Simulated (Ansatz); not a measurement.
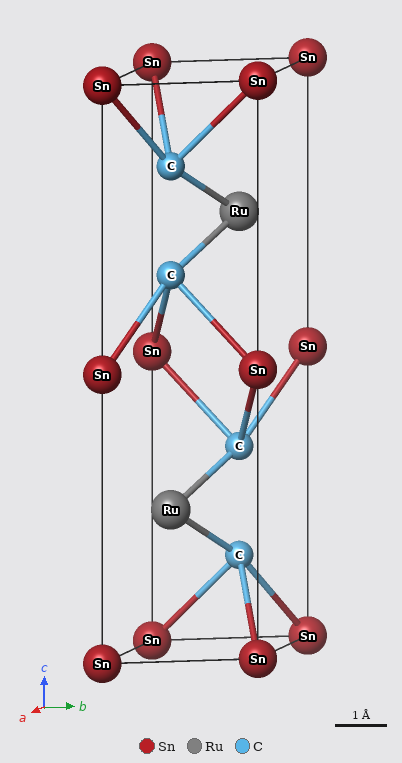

The crystal in a ball-and-stick representation, seen slightly off an axis. One conventional unit cell is framed, with atoms on its boundary repeated.

> Read off the composition.

SnRuC$_{2}$. The cell holds 2 Sn, 2 Ru, 4 C, counting shared atoms by their share.

> To which lattice type does it belong?

Primitive hexagonal.

> What is the Hermann-Mauguin symbol of the space group?

P6_3/mmc (No. 194), with Sn on 2a, Ru on 2d and C on 4f.

> What kind of network do the bonds form?

The bonds build a three-dimensional framework.

Provenance: a textbook structure type filled with these elements (whether it is the usual form wasn't checked). A relaxation with DFT PBE, scalar-relativistic, plane waves, PAW in Ansatz gave the geometry drawn.
